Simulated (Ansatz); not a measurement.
Start from HfN in the rock salt structure (space group Fm-3m, No. 225; a = 4.502 Å; relaxed with 0.1 eV smearing). Axes: x, y, z lie along the cube axes.

Structures relaxed with Ansatz (a quantum-chemistry and plane-wave program) PBEsol, scalar-relativistic without spin-orbit coupling.

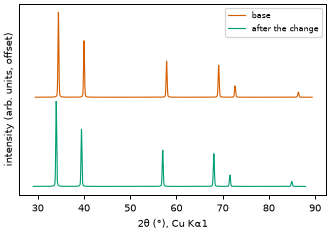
*Simulated powder patterns before (top) and after one change*

**Question.** Name the change that was made.
A) strain tensor (xx, yy, zz, yz, xz, xy) = (+0.92, −0.18, +0.27, −0.11, +0.03, −0.13) %
B) isotropic strain +1.35 %
C) isotropic strain −3.79 %
D) uniaxial strain ε_zz = +3.38 %

**Answer.** B, isotropic strain +1.35 %. Its volume per atom is 11.87 Å³ against 11.40 Å³, and its space group is Fm-3m (No. 225).

No phonon test of stability was made. The final runs are not spin-polarised.
